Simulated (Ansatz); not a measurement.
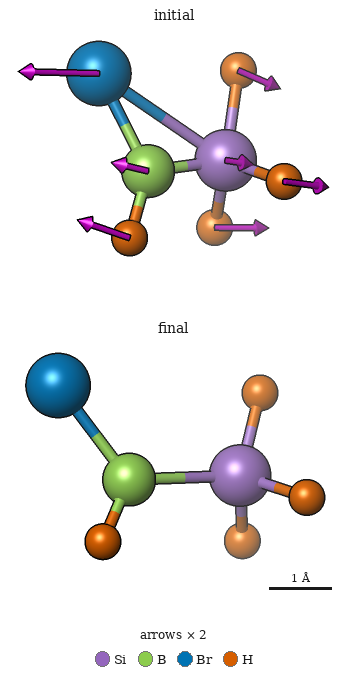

The structure of BSiH₄Br before (top) and after (bottom) a relaxation, at one scale. The purple arrows give the displacements, 2 times their true length.

Style: ball-and-stick. Shown at a tilt.

It is one of the separated reactants of a reaction.

All numbers below come from Ansatz, RKS PBE-D4/def2-SVP.

Input
```yaml
crystal:
  periodic: [false, false, false]
  atoms:
    - {symbol: Si, position_ang: [-0.467217, 0.347102, -0.216602]}
    - {symbol: B, position_ang: [0.524063, -0.464979, 0.443201]}
    - {symbol: Br, position_ang: [1.784960, -0.707589, -0.777018]}
    - {symbol: H, position_ang: [-1.660056, -0.607030, -0.093511]}
    - {symbol: H, position_ang: [-0.096194, 0.720391, -1.707499]}
    - {symbol: H, position_ang: [-0.457520, 1.539135, 0.744263]}
    - {symbol: H, position_ang: [0.371963, -0.827030, 1.607167]}
basis:
  gaussian: {orbitals: def2-SVP}
hamiltonian: {xc: pbe, dispersion: d4}
relax: {f_tol: 0.03, max_steps: 250}
```

Command:
```bash
ansatz run in.yaml --threads 2 --pin off --events-out ev --progress --plain --max-ram 4352MiB
```

Describe what moved and what it gained.

Answer. The atom that moves furthest after the best rigid fit is Br3 (0.74 Å). By element the largest moves are Br 0.74 Å, H 0.49 Å, B 0.34 Å, Si 0.26 Å. Among the contacts that change: Si1–Br3 2.549 → 3.435 Å, Si1–B2 1.441 → 2.020 Å, B2–Br3 1.771 → 1.908 Å, Si1–H5 1.581 → 1.504 Å. Among the angles between lasting bonds that change: Br3–B2–H7 134.5° → 115.3°, Si1–B2–Br3 104.6° → 122.0°, B2–Si1–H4 98.5° → 109.0°. The energy falls by 643.2 kJ/mol in 6 accepted moves (7 points after the start). The largest force component goes from 19 to 0.0071 eV/Å. The line search rejected the trial step at point 5 of the run.
